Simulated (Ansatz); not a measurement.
# CH₂OSSi (SMILES O=C1[SiH2]S1): what the fields show

Input

```
crystal:
  periodic: [false, false, false]
  atoms:
    - {symbol: O, position_ang: [-0.643697, -2.092410, 0.525565]}
    - {symbol: C, position_ang: [-0.446641, -0.987653, 0.160775]}
    - {symbol: Si, position_ang: [0.433638, 0.620611, -0.007499]}
    - {symbol: S, position_ang: [-1.419007, 0.152066, -0.934311]}
    - {symbol: H, position_ang: [1.640609, 0.720633, -0.858204]}
    - {symbol: H, position_ang: [0.435097, 1.586762, 1.113673]}
basis:
  gaussian: {orbitals: def2-TZVPP}
hamiltonian: {xc: pbe0, dispersion: d4}
output: {orbitals: {seedname: orbitals}}
```

Command:

```sh
ansatz run in.yaml --threads 2 --pin off --events-out ev --progress --plain --max-ram 4352MiB
```

Geometry: PBE0-D4/def2-TZVP.

These are results of Ansatz, RKS PBE0-D4/def2-TZVPP, not measurements.

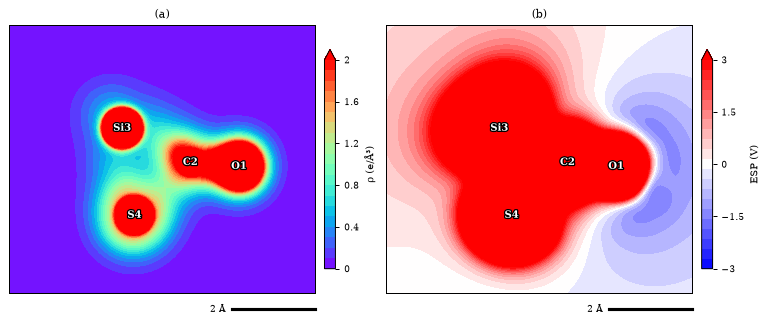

Figure 1. (a) total electron density; (b) molecular electrostatic potential on the plane of atoms C2, S4 and Si3.

Q: Read the bonding off the picture.

A: Atoms in the plane: O, C, Si and S. C–O (1.18 Å): ρ at the midpoint is about 3.6 e/Å³. C–Si (1.84 Å): ρ at the midpoint is about 0.93 e/Å³. C–S (1.86 Å): the density is about 1.1 e/Å³ at the midpoint. Si–S (2.12 Å): ρ is about 0.78 e/Å³ halfway. Outside the dense part of the molecule the potential is most negative (−1.5 V) near O1.

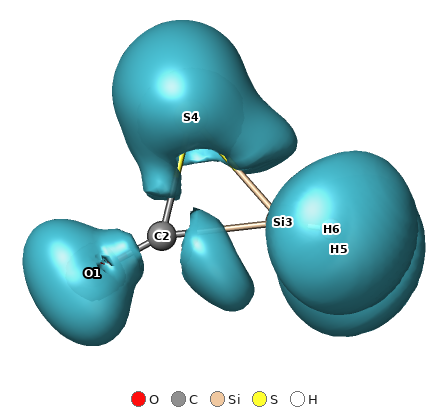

Figure 2. Isosurface of the electron localisation function at 0.75 (cyan), seen across its widest extent. Only the valence region is drawn (cores and ρ < 0.01 e/Å³ removed).

Q: Describe the localisation domains.

A: The surface consists of one region between bonded C–Si atoms (shared pairs), two regions around hydrogen nuclei, one region on O in which the atom's valence shell and bonds are merged and one region on S in which the atom's valence shell and bonds are merged. Along the contacts the grid gives the following. C–O (1.18 Å): the ELF peaks at about 0.85 between the atoms (a multiple bond). C–Si (1.84 Å): the ELF peaks at about 0.90 between the atoms; a shared electron pair.

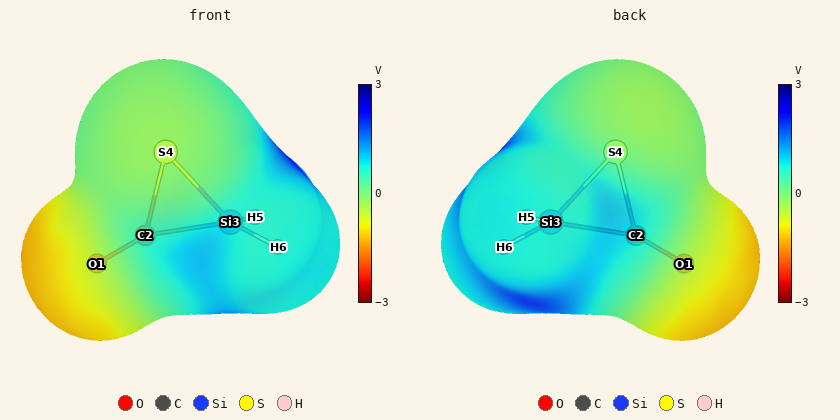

Figure 3. The molecular electrostatic potential painted on the density surface at 0.002 e/bohr³, seen from the front and from behind; red is negative and blue positive.

Q: Which sites attract a positive test charge, and which a negative one?

A: A positive charge is drawn to the negative regions and a negative charge to the positive ones. The most negative region (about −1.3 V) lies over O1, the most positive (about +2.1 V) over Si3. O1 is the likeliest acceptor of a hydrogen bond.
